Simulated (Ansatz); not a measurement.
**H3O+ (oxonium): RPA@PBE/3-21G**

What is the energy change on altering one bond length of H3O+ (oxonium) at RPA@PBE/3-21G? 

The calculation is run with Ansatz 0.2.0.

**1. The system as given**

H3O+ has 4 atoms, charge +1, and is taken as a singlet. As SMILES, `[OH3+]`. The coordinates come from a GFN2-xTB relaxation.

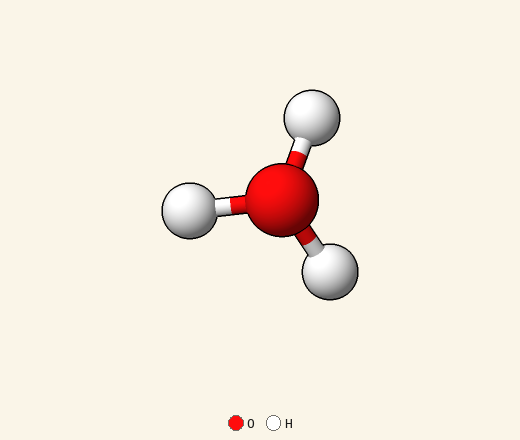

The structure, seen from a chosen angle (oxygen red, hydrogen white).

**2. A single-point energy at RPA@PBE/3-21G**

File input.yaml:

```yaml
crystal:
  periodic: [false, false, false]
  atoms:
    - {symbol: O, position_ang: [0.196050, -0.061020, -0.056900]}
    - {symbol: H, position_ang: [0.214230, 0.919440, 0.016470]}
    - {symbol: H, position_ang: [-0.413410, -0.366620, -0.765680]}
    - {symbol: H, position_ang: [0.003130, -0.491800, 0.806120]}
basis:
  gaussian: {orbitals: 3-21G.json}
accuracy: high
correlation: {method: rpa, frozen_orbitals: {H: 0, O: 1}}
total_charge: 1
hamiltonian: {xc: pbe}
```

The basis set 3-21G is read from a file made from the Basis Set Exchange's data (not shown).

On the command line:

```bash
$ ansatz run input.yaml --threads 1 --pin off --max-ram 2610MiB --events-out events.jsonl --progress --plain --runs-dir runs
```

Log:

```text
Warning: RAYON_NUM_THREADS=1 ignored (pool sized by the plan → 1); use --threads N
Functional definition: PBE
  name "PBE"
  parameter kappa = 0.804
  parameter beta = 0.06672455060314922
  exchange = pbe_x(kappa = kappa, mu = beta*pi^2/3)
  correlation = pbe_c(beta = beta)
233 factors; integrals over basis functions are off by at most 3.4e-9 eV
mean field evaluation 1: about -2060.4450 eV, gradient 9.4e1 eV
mean field evaluation 2: about -2060.4231 eV, gradient 9.4e1 eV
mean field evaluation 4: about -2073.0625 eV, gradient 9.0e0 eV
mean field evaluation 8: about -2073.1940 eV, gradient 5.2e-2 eV
mean field evaluation 16: about -2073.1940 eV, gradient 3.8e-7 eV
mean field -2073.19403663 eV, -76.1884755846 hartree, gradient 2.9e-9 eV, S^2 0.000000; 0 other end points of the search recorded, 0 dependent functions left out
1 core orbitals not correlated: weight in the atoms' cores, before any rotation towards them, 1.000 or more for the frozen orbitals, at most 0.000 for the correlated occupied ones
reference -2064.79006558 eV, -75.8796353451 hartree; 4, 4 occupied and 10, 10 virtual orbitals, 233 factors
Total energy: -2070.21163799 eV, -76.0788744564 hartree
```

It took 0.24 s on 1 thread of AMD EPYC 9R45 (Zen 5), shared host.

**3. The distorted shape**

File run.yaml:

```yaml
crystal:
  periodic: [false, false, false]
  atoms:
    - {symbol: O, position_ang: [0.244284, 0.046684, -0.272674]}
    - {symbol: H, position_ang: [0.262464, 1.027144, -0.199304]}
    - {symbol: H, position_ang: [-0.365176, -0.258916, -0.981454]}
    - {symbol: H, position_ang: [0.003130, -0.491800, 0.806120]}
basis:
  gaussian:
    orbitals: 3-21G.json
total_charge: 1
hamiltonian:
  xc: {name: PBE}
correlation:
  method: rpa
  frozen_orbitals: {H: 0, O: 1}
accuracy: high
```

The basis set 3-21G is read from a file made from the Basis Set Exchange's data (not shown).

On the command line:

```bash
$ ansatz run run.yaml --threads 1 --pin off --max-ram 2610MiB --events-out events.jsonl --progress --plain --runs-dir runs
```

Log:

```text
Warning: RAYON_NUM_THREADS=1 ignored (pool sized by the plan → 1); use --threads N
[... 6 set-up lines as earlier in the session ...]
233 factors; integrals over basis functions are off by at most 3.3e-9 eV
mean field evaluation 1: about -2058.1983 eV, gradient 9.8e1 eV
mean field evaluation 2: about -2058.1778 eV, gradient 9.8e1 eV
mean field evaluation 4: about -2071.8529 eV, gradient 1.9e1 eV
mean field evaluation 8: about -2072.6147 eV, gradient 3.2e-1 eV
mean field evaluation 16: about -2072.6151 eV, gradient 6.9e-8 eV
mean field -2072.61511424 eV, -76.1672005792 hartree, gradient 1.6e-8 eV, S^2 0.000000; 0 other end points of the search recorded, 0 dependent functions left out
1 core orbitals not correlated: weight in the atoms' cores, before any rotation towards them, 1.000 or more for the frozen orbitals, at most 0.000 for the correlated occupied ones
reference -2063.87773913 eV, -75.8461079664 hartree; 4, 4 occupied and 10, 10 virtual orbitals, 233 factors
Total energy: -2069.61430160 eV, -76.0569227490 hartree
```

Wall time 0.42 s (1 thread of AMD EPYC 9R45 (Zen 5), shared host).

**4. Outcome**

Level: RPA@PBE/3-21G, 1 core orbital frozen.

```
                                                         quantity         value
                                        first shape: total energy  -76.07887 Eh
                    first shape: RPA correlation energy (valence)    -199.2 mEh
                                    distorted shape: total energy  -76.05692 Eh
                distorted shape: RPA correlation energy (valence)    -210.8 mEh
energy change with the O1–H4 bond stretched from 0.984 to 1.230 Å      0.597 eV
```

**Reading.** With the O1–H4 bond stretched from 0.984 to 1.230 Å the energy rises by 0.60 eV (13.8 kcal/mol). The first shape isn't relaxed at this level, so the change isn't measured from a minimum.
